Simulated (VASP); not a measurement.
Band structure of Ru (hcp). Calculation: PBE GGA with D4 dispersion, VASP's PBE PAW potentials (set 64) (plane waves; VASP).

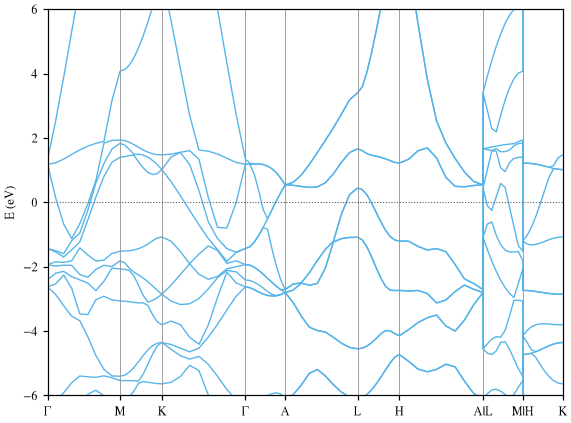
Figure. Bands along high-symmetry lines, zero at the valence-band maximum or, without a gap, the Fermi level

### Question
Read the plot: is there a gap, and where are the band edges?

### Answer
It has no gap at this level: it comes out as a metal or semimetal. (Edges off the drawn lines would not show.)

The compound is Ru in the hcp structure. It was relaxed first.
